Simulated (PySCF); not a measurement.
## C₆H₁₆AlN: NMR shielding calculation

The run: NMR shielding calculation of C₆H₁₆AlN (AlMe2(NHtBu)), SMILES [CH3][Al]([CH3])[NH]C(C)(C)C. Method and program: GIAO PBE0/pcSseg-1 Al:pcSseg-2 NMR shielding, non-relativistic, gas phase (PySCF 2.14.0).

The geometry comes from this level: PBE0-D3(BJ)/def2-SVP. It belongs to a series of runs on one base structure; here: one ligand: NMe2 to NHtBu. Figures and captions count atoms from 1; the log counts them from 0 in places.

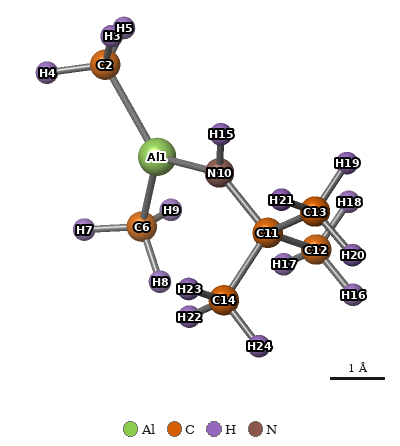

**Figure 1.** The structure (ball-and-stick view, seen at a tilt; atoms are numbered from 1 in the order of the input). Sticks mark near contacts.

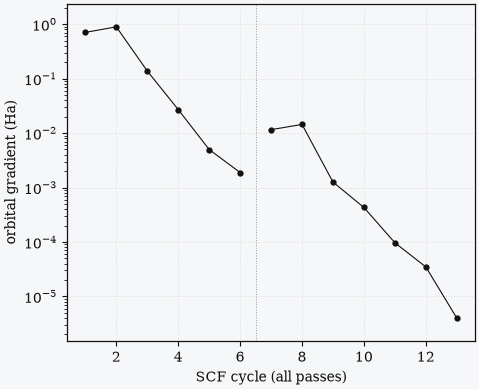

**Figure 2.** Convergence of the self-consistent field: orbital gradient against the SCF cycle. The dotted line marks the change from a coarse to the final integration grid. The first 6 cycles use a coarse grid, the final grid takes over at cycle 7, and the field converges after 13 cycles in all.

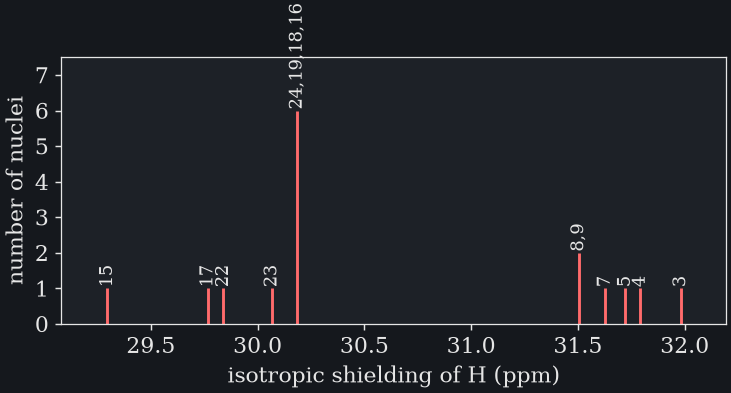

**Figure 3.** Isotropic shieldings of the hydrogen nuclei in this fixed geometry, labelled by atom number; shielding grows to the right, so chemical shift grows to the left. The least shielded is H15 (29.3 ppm), the most shielded H3 (32.0 ppm).

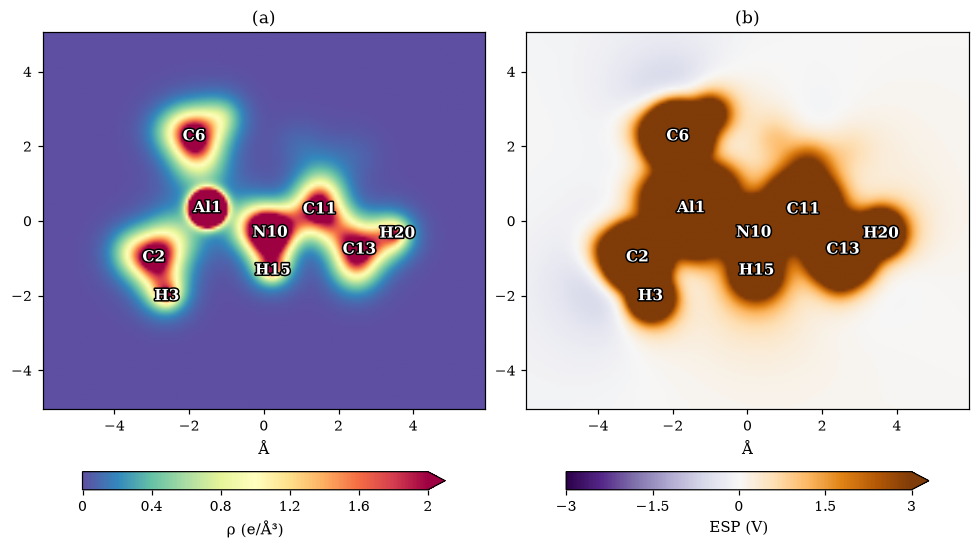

**Figure 4.** (a) electron density; (b) electrostatic potential on the plane of atoms Al1, N10 and H15. The section cuts through Al, C, H and N sites. C–N (1.46 Å): ρ is about 1.9 e/Å³ halfway. C–Al (1.96 Å): ρ is about 0.74 e/Å³ halfway. N–H (1.02 Å): ρ at the midpoint is about 2.8 e/Å³, with its minimum of 2.2 e/Å³ about 0.7 Å from N.

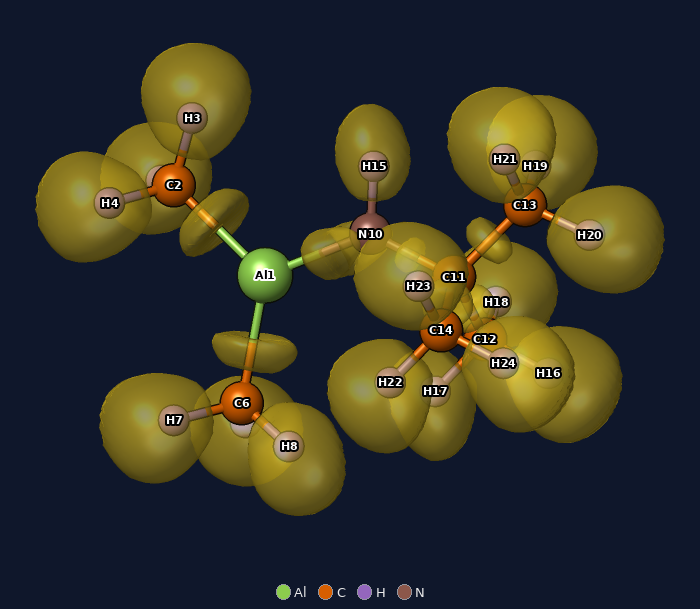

**Figure 5.** Isosurface of the electron localisation function at 0.85 (yellow), seen at a tilt. Only the valence region is drawn (cores and ρ < 0.01 e/Å³ removed). Profiles from the grid: C–N (1.46 Å): the ELF peaks at about 0.90 between the atoms, which marks a shared electron pair. C–C (1.53 Å): the ELF peaks at about 0.95 between the atoms, which marks localised, shared-pair bonding.

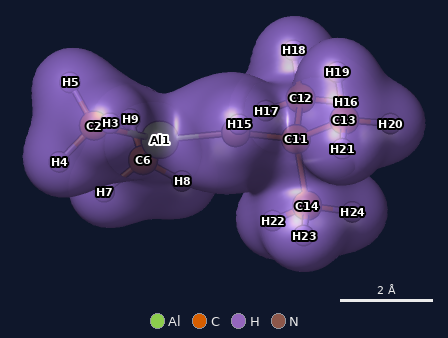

**Figure 6.** Isosurface of the electron density at 0.1 e/Å³ (purple), seen from the side. At this value the surface is in one piece. On the grid the lowest density along these lines, outside the cores, is 1.8 e/Å³ (C–N, 1.46 Å), 1.6 e/Å³ (C–C, 1.53 Å), 0.74 e/Å³ (Al–N, 1.79 Å) and 0.64 e/Å³ (C–Al, 1.96 Å).

The input that produced these results follows, with the program's output.

Input file
```
{"job": {"kind": "nmr", "xc": "PBE0", "basis": {"default": "pcSseg-1", "Al": "pcSseg-2"}}, "charge": 0, "multiplicity": 1}
Al     1.081647     1.102840     0.673899
C      2.440549     1.268318     2.077299
H      2.440741     0.420898     2.781842
H      2.295487     2.190646     2.665052
H      3.454175     1.333914     1.645095
C      0.645380     2.596318    -0.519167
H      0.631744     3.550489     0.034126
H     -0.325704     2.491713    -1.028223
H      1.412755     2.705586    -1.305857
N      0.276469    -0.489755     0.545094
C     -0.760309    -1.019006    -0.340435
C     -0.353490    -0.808611    -1.803307
C     -0.920672    -2.516336    -0.077684
C     -2.097183    -0.313643    -0.075717
H      0.544366    -1.171566     1.249055
H     -1.120073    -1.194231    -2.493813
H     -0.214886     0.261712    -2.020421
H      0.596349    -1.324270    -2.011101
H      0.028862    -3.044321    -0.259721
H     -1.687806    -2.957192    -0.731952
H     -1.222210    -2.697450     0.967025
H     -2.005151     0.768386    -0.258668
H     -2.399842    -0.454617     0.972858
H     -2.898880    -0.700321    -0.725319
```

The first line tells a small driver script what to run in PySCF; the rest is the geometry in Å.

Launch command:
```bash
OMP_NUM_THREADS=2 python <driver script> task.json out
```

Log
```
coarse grid: 19128 points
cycle   1  E = -534.8367801368  dE =  3.166e-01  |g| = 7.063e-01  |ddm| = 4.025e+00
cycle   2  E = -534.7652912817  dE =  7.149e-02  |g| = 8.937e-01  |ddm| = 1.281e+00
cycle   3  E = -534.9590796419  dE = -1.938e-01  |g| = 1.380e-01  |ddm| = 7.949e-01
cycle   4  E = -534.9632345733  dE = -4.155e-03  |g| = 2.706e-02  |ddm| = 1.235e-01
cycle   5  E = -534.9634003318  dE = -1.658e-04  |g| = 4.983e-03  |ddm| = 2.366e-02
cycle   6  E = -534.9634051015  dE = -4.770e-06  |g| = 1.886e-03  |ddm| = 5.520e-03
final grid: 176088 points
cycle   7  E = -535.0097979981  dE = -6.650e-05  |g| = 1.155e-02  |ddm| = 4.725e-02
cycle   8  E = -535.0097797299  dE =  1.827e-05  |g| = 1.442e-02  |ddm| = 2.206e-02
cycle   9  E = -535.0098323081  dE = -5.258e-05  |g| = 1.259e-03  |ddm| = 1.262e-02
cycle  10  E = -535.0098326316  dE = -3.235e-07  |g| = 4.302e-04  |ddm| = 1.355e-03
cycle  11  E = -535.0098326710  dE = -3.946e-08  |g| = 9.683e-05  |ddm| = 3.756e-04
cycle  12  E = -535.0098326728  dE = -1.734e-09  |g| = 3.480e-05  |ddm| = 9.516e-05
cycle  13  E = -535.0098326730  dE = -2.519e-10  |g| = 4.011e-06  |ddm| = 2.539e-05
converged SCF energy = -535.0098326730

GIAO shielding tensors (ppm)
atom      isotropic    diamagn.    paramagn.     s11        s22        s33       span
  0 Al     326.457     801.281    -474.824    283.564    328.873    366.933     83.369
  1 C      197.016     251.996     -54.980    190.650    197.221    203.178     12.528
  2 H       31.981      31.123       0.858     26.918     30.221     38.804     11.886
  3 H       31.791      29.155       2.636     27.502     28.901     38.970     11.468
  4 H       31.722      29.430       2.291     27.673     28.685     38.808     11.135
  5 C      194.335     253.551     -59.216    188.219    195.693    199.093     10.874
  6 H       31.627      29.601       2.026     27.327     28.512     39.042     11.715
  7 H       31.489      32.838      -1.349     26.470     30.517     37.480     11.011
  8 H       31.517      30.521       0.996     27.788     28.601     38.163     10.375
  9 N      152.308     323.856    -171.548     82.647    153.481    220.795    138.148
 10 C      136.237     236.651    -100.414    118.959    131.375    158.377     39.418
 11 C      147.231     249.299    -102.068    124.379    136.932    180.382     56.003
 12 C      148.614     248.270     -99.655    125.204    136.001    184.639     59.435
 13 C      145.680     248.399    -102.719    122.073    134.834    180.131     58.059
 14 H       29.296      36.942      -7.645     22.987     31.187     33.715     10.728
 15 H       30.195      31.642      -1.447     26.430     27.589     36.567     10.138
 16 H       29.766      33.342      -3.576     25.503     29.741     34.054      8.551
 17 H       30.175      31.945      -1.771     27.385     28.202     34.937      7.552
 18 H       30.133      30.782      -0.649     27.046     27.927     35.424      8.378
 19 H       30.260      30.141       0.119     26.430     27.781     36.569     10.139
 20 H       30.223      30.847      -0.624     27.112     27.975     35.581      8.469
 21 H       29.839      32.522      -2.682     26.035     29.699     33.784      7.749
 22 H       30.066      31.453      -1.387     27.435     27.894     34.870      7.435
 23 H       30.122      31.309      -1.188     26.327     27.360     36.678     10.351
```

Summary

- outcome: converged
- total energy: −535.009833 hartree
- HOMO: −6.52 eV
- LUMO: 0.24 eV
- dipole moment: 0.63 D
- isotropic shielding, Al: 326.5 ppm
- isotropic shielding, C: 136.2 to 197.0 ppm
- isotropic shielding, H: 29.3 to 32.0 ppm
- isotropic shielding, N: 152.3 ppm
- hardware: 2 CPU threads, shared host
- wall time: 60 s (CPU time 2.4 min)
- peak memory: 2 GiB
